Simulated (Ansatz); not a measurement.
The reference is Al2O3 in the corundum structure (space group R-3c, No. 167; a = 4.7738 Å, c = 13.0147 Å (hexagonal axes)). Axes: x lies along a and z along c of the hexagonal cell.

Now apply this change: biaxial strain +1.50 %, plane normal [001], relaxed out of plane (Cartesian); in-plane vectors clamped, the third vector and the atoms free.

The values are results of PBEsol/PAW in Ansatz (an electronic-structure program), no spin-orbit coupling, not measurements.

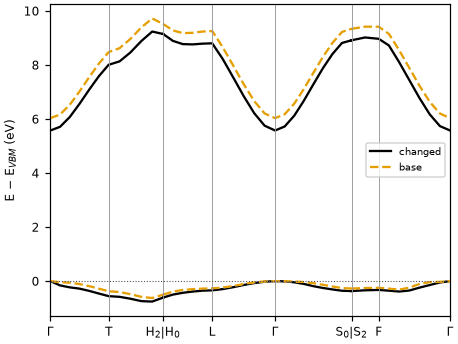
Figure. Highest valence and lowest conduction band along the path, each from its own valence-band maximum

Problem. From the figure, how large is the changed gap, and is it direct?

Solution. About 5.6 eV, direct at Γ.

No phonon test of stability was made.
